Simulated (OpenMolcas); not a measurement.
## Run report: Mo⁵⁺ complex, multiconfigurational calculation

Mo⁵⁺ with 6 ligands (OH; octahedron, 1.94 Å), neutralised by 6 outer point charges of +0.17 e, whose field is part of the energies. Computed at this level: state-averaged CASSCF, active space 1 electron in the shell 4d, basis ANO-RCC-VDZP on the metal and ANO-RCC-VDZP on the ligands, DKH2 scalar Hamiltonian, spin-orbit coupling by RASSI with atomic mean-field integrals (OpenMolcas).

## The input
```
&GATEWAY
Coord
13

Mo 0.0 0.0 0.0
O 1.940000 0.000000 0.000000
H 2.349940 0.879119 0.000000
O 0.000000 1.940000 0.000000
H 0.000000 2.349940 0.879119
O -1.940000 0.000000 0.000000
H -2.349940 -0.879119 0.000000
O 0.000000 -1.940000 0.000000
H 0.000000 -2.349940 -0.879119
O 0.000000 0.000000 1.940000
H 0.879119 0.000000 2.349940
O 0.000000 0.000000 -1.940000
H -0.879119 0.000000 -2.349940
Basis=Mo.ANO-RCC-VDZP,H.ANO-RCC-VDZP,O.ANO-RCC-VDZP
Group=XYZ
NoMove
AngMom=0.0 0.0 0.0
AMFI
RICD
XField
3 Angstrom 0
5.140000 0.000000 0.000000 0.166667
0.000000 5.140000 0.000000 0.166667
0.000000 0.000000 5.140000 0.166667
&SEWARD
&RASSCF
FileOrb=start.orb
Symmetry=1
Spin=2
nActEl=1 0 0
Inactive=24 24
Ras2=5 0
CIRoot=5 5 1
SDav=5
CIMx=300
Iter=150 100
PrWF=0.3
OrbListing=Nothing
MaxOrb=0
LevShft=1.0
>>> COPY $Project.JobIph JOB001
&RASSI
NrOfJobIphs=1 5
1 2 3 4 5
IphNames
JOB001
EJob
SpinOrbit
DIPRint=1.0
SOCoupling=1000.0
Subsets=2
Property=9
'ANGMOM' 1 'ANGMOM' 2 'ANGMOM' 3 'MLTPL  1' 1 'MLTPL  1' 2 'MLTPL  1' 3
'AMFI' 1 'AMFI' 2 'AMFI' 3
SOProperty=3
'ANGMOM' 1 'ANGMOM' 2 'ANGMOM' 3
```

The file start.orb holds starting orbitals from an earlier step. A driver script formed the levels outside the program, from RASSI's spin-orbit matrix and the active-space energies, averaged over the components of each term or state.

Run as:
```bash
OMP_NUM_THREADS=1 MOLCAS_MEM=2457 MOLCAS_PROJECT=a pymolcas a.inp > a.log  # once for each step of the input, in one work folder
```

## Output (extracts)
```
--- SEWARD ---
Basis set label: MO.ANO-RCC...6S5P3D1F.

      Electronic valence basis set:
      ------------------
      Associated Effective Charge  42.000000 au
      Associated Actual Charge     42.000000 au
      Nuclear Model: Point charge

      Shell  nPrim  nBasis  Cartesian Spherical Contaminant
         s      21       6        X
         p      18       5        X
         d      13       3                 X
         f       6       1                 X
                  Relativistic Douglas-Kroll-Hess integrals:
                    - DKH order of Hamiltonian: 2
                    - DKH order of Properties : 0
                  Atomic mean-field integrals
--- RASSCF ---
Wave function specifications:
      -----------------------------

      Number of closed shell electrons          96
      Number of electrons in active shells       1
      Max number of holes in RAS1 space          0
      Max nr of electrons in RAS3 space          0
      Number of inactive orbitals               48
      Number of active orbitals                  5
      Number of secondary orbitals             104
      Spin quantum number                      0.5
      State symmetry                             1
Orbital specifications:
      -----------------------

      Symmetry species                           1   2
                                                ag  au
      Frozen orbitals                            0   0
      Inactive orbitals                         24  24
      Active orbitals                            5   0
      RAS1 orbitals                              0   0
      RAS2 orbitals                              5   0
      RAS3 orbitals                              0   0
      Secondary orbitals                        49  55
      Deleted orbitals                           0   0
      Number of basis functions                 78  79
      Number of CSFs                             5
      Number of root(s) required                 5
      Iter CI   SX   CI       RASSCF       Energy    max ROT     max BLB   max BLB  Level Ln srch  Step   QN
          iter iter root      energy       change     param      element    value   shift minimum  type update
 Nr of preliminary CI iterations:   1
      Total energies have been shifted. Add                -4000.00 au
        1   1   10    0  -497.67663055    0.00E+00   1.27E-01*   8  36 2 -3.54E-01*  0.99   0.00    SX    NO
        2   1   11    0  -498.55898111   -8.82E-01*  7.80E-02   20  29 1  2.14E-01*  0.77   0.00    SX    NO
        3   1   12    0  -498.85755878   -2.99E-01*  3.82E-02   23  27 1 -1.04E-01*  0.76   0.00    SX    NO
        4   1   11    0  -498.93481112   -7.73E-02* -1.74E-02   23  27 1 -4.88E-02*  0.82   0.00    SX    NO
        5   1   11    0  -498.95757995   -2.28E-02* -1.95E-02   23  27 1 -2.62E-02*  0.83   2.35    LS   YES
        6   1   11    0  -498.96860912   -1.10E-02* -8.74E-03   16  36 1  1.25E-02*  0.84   1.21    QN   YES
        7   1   10    0  -498.97035639   -1.75E-03* -6.58E-03   21  27 1 -6.45E-03*  0.84   1.79    LS   YES
        8   1   10    0  -498.97077914   -4.23E-04* -3.11E-03   21  27 1 -7.73E-03*  0.84   1.05    QN   YES
        9   1   10    0  -498.97129682   -5.18E-04* -3.43E-03   21  27 1 -4.63E-03*  0.84   2.13    LS   YES
       10   1   10    0  -498.97150039   -2.04E-04* -1.62E-03    9  37 2  3.64E-03*  0.84   1.03    QN   YES
        ...
       19   1    6    0  -498.97168876   -1.74E-07*  3.13E-05   19  30 1  6.86E-05   0.84   1.63    LS   YES
       20   1    6    0  -498.97168879   -3.03E-08* -3.93E-05    8  36 2 -5.33E-05   0.84   1.00    QN   YES
       21   1    6    0  -498.97168881   -2.36E-08*  3.41E-05    7  35 2 -2.18E-05   0.84   1.75    QN   YES
       22   1    5    0  -498.97168882   -8.38E-09   1.34E-05   22  30 1 -9.58E-06   0.84   1.15    QN   YES
      Convergence after 22 iterations
       23   1    5    0  -498.97168882   -9.19E-10   1.34E-05   22  30 1 -5.51E-06   0.84   1.15    QN   YES
      Natural orbitals and occupation numbers for root  1
      sym 1:  -0.000000   1.000000   0.000000   0.000000  -0.000000
      Natural orbitals and occupation numbers for root  2
      sym 1:   0.000000   0.000000  -0.000000   1.000000  -0.000000
      Natural orbitals and occupation numbers for root  3
      sym 1:   1.000000   0.000000   0.000000  -0.000000   0.000000
::    RASSCF root number  1 Total energy:  -4499.04653224
::    RASSCF root number  2 Total energy:  -4499.04653224
::    RASSCF root number  3 Total energy:  -4499.04453224
::    RASSCF root number  4 Total energy:  -4498.86042369
::    RASSCF root number  5 Total energy:  -4498.86042369
--- RASSI ---
SPIN-FREE ENERGIES:
  (Shifted by EMIN (a.u.) =      -4499.0465322401)

 SF State       Relative EMIN(au)   Rel lowest level(eV)    D:o, cm**(-1)

     1             0.0000000000        0.0000000000              0.0000
     2             0.0000000000        0.0000000000              0.0000
     3             0.0019999993        0.0544227547            438.9491
     4             0.1861085506        5.0642716549          40846.1055
     5             0.1861085506        5.0642716549          40846.1055
     Dipole printing threshold changed to   1.00000000E+00
Eigenvalues of complex Hamiltonian:
   -----------------------------------
  (Shifted by EMIN (a.u.) =      -4499.0465322401)

 SO State       Relative EMIN(au)   Rel lowest level(eV)    D:o, cm**(-1)

     1            -0.0020182584        0.0000000000              0.0000
     2            -0.0020182584        0.0000000000              0.0000
     3            -0.0004725672        0.0420604022            339.2400
     4            -0.0004725672        0.0420604022            339.2400
     5             0.0042894711        0.1716420649           1384.3866
     6             0.0042894711        0.1716420649           1384.3866
     7             0.1860454277        5.1174736036          41275.2082
     8             0.1860454277        5.1174736036          41275.2082
     9             0.1863730274        5.1263880443          41347.1080
    10             0.1863730274        5.1263880443          41347.1080
Weights of the five most important spin-orbit-free states for each spin-orbit state.

 SO State  Total energy (au)           Spin-free states, spin, and weights
 -------------------------------------------------------------------------------------------------------
    1        -0.002018       2 0.5  0.4997    1 0.5  0.4997    4 0.5  0.0003    5 0.5  0.0003    3 0.5  0.0000
    2        -0.002018       2 0.5  0.4997    1 0.5  0.4997    4 0.5  0.0003    5 0.5  0.0003    3 0.5  0.0000
    3        -0.000473       3 0.5  0.4953    1 0.5  0.2521    2 0.5  0.2521    5 0.5  0.0003    4 0.5  0.0003
    4        -0.000473       3 0.5  0.4953    1 0.5  0.2521    2 0.5  0.2521    5 0.5  0.0003    4 0.5  0.0003
    5         0.004289       3 0.5  0.5043    1 0.5  0.2478    2 0.5  0.2478    5 0.5  0.0000    4 0.5  0.0000
    6         0.004289       3 0.5  0.5043    2 0.5  0.2478    1 0.5  0.2478    5 0.5  0.0000    4 0.5  0.0000
    7         0.186045       4 0.5  0.4997    5 0.5  0.4997    3 0.5  0.0004    2 0.5  0.0001    1 0.5  0.0001
    8         0.186045       4 0.5  0.4997    5 0.5  0.4997    3 0.5  0.0004    2 0.5  0.0001    1 0.5  0.0001
    9         0.186373       5 0.5  0.4997    4 0.5  0.4997    1 0.5  0.0003    2 0.5  0.0003    3 0.5  0.0000
   10         0.186373       5 0.5  0.4997    4 0.5  0.4997    1 0.5  0.0003    2 0.5  0.0003    3 0.5  0.0000
 -------------------------------------------------------------------------------------------------------
```

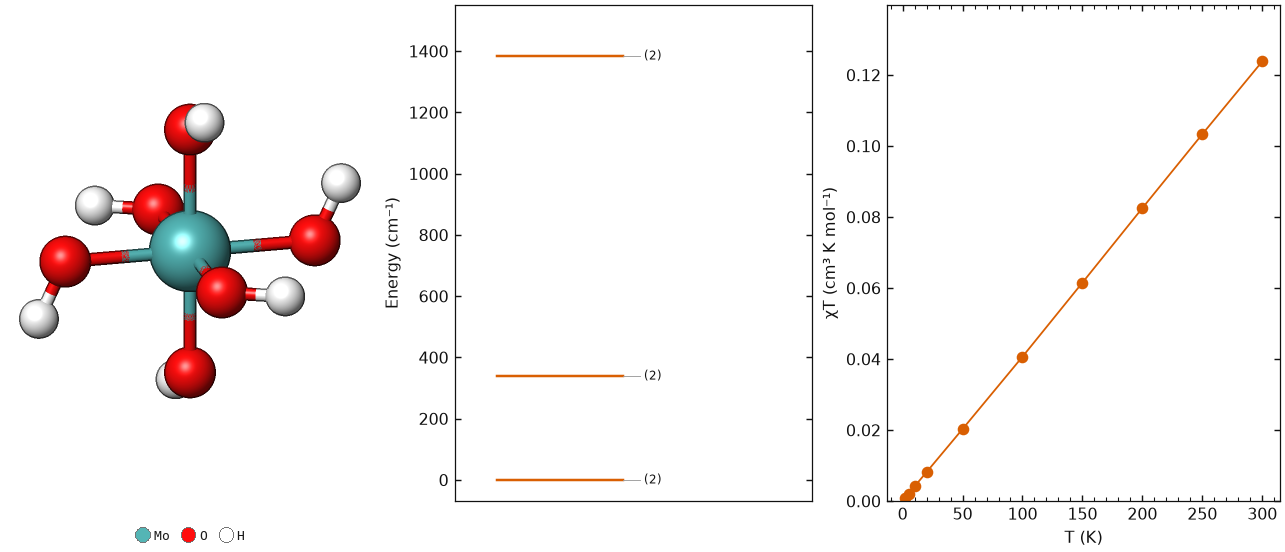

Fig. 1: Mo⁵⁺ (4d) with 6 ligands, OH⁻, at 1.94 Å (arrangement: octahedron, Ci), neutralised by outer point charges of +0.17 e, and its levels and susceptibility. Labels give the representation in O, Td, D4 or D3 as the site allows (double group for half-integer spin) where it could be assigned and, in brackets, the degeneracy; spin-free states, where drawn, share the zero of the spin-orbit levels. Powder susceptibility by Van Vleck's formula. The ground level is a Kramers doublet, 100 % from states of spin multiplicity 2. Its principal g values are all close to zero. The next level lies at 339 cm⁻¹. χT is close to 0 cm³ K mol⁻¹ at 2 K and 0.124 at 300 K, an effective moment of 1.00 μB. The active orbitals hold 68 to 84 % metal character (Löwdin), and the Mulliken charge of the metal is +2.37.

## Results in brief

| quantity | value |
| --- | --- |
| outcome | converged |
| energy of the lowest spin-free term | −4499.04653 hartree |
| energy of the lowest spin-orbit level | −4499.04855 hartree |
| largest spread among components of a term | 0.0 cm⁻¹ |
| hardware | 1 thread of Arm Neoverse V2, 24 GiB of memory available, shared host |
| wall time | 13 s |
| peak memory | 0.38 GiB |

## Remarks

Limits: orbital doublet at a regular site, Jahn-Teller distortion not allowed for; covalent bonds, ligand orbitals missing from the active space; distances are set from ionic radii, not optimised.
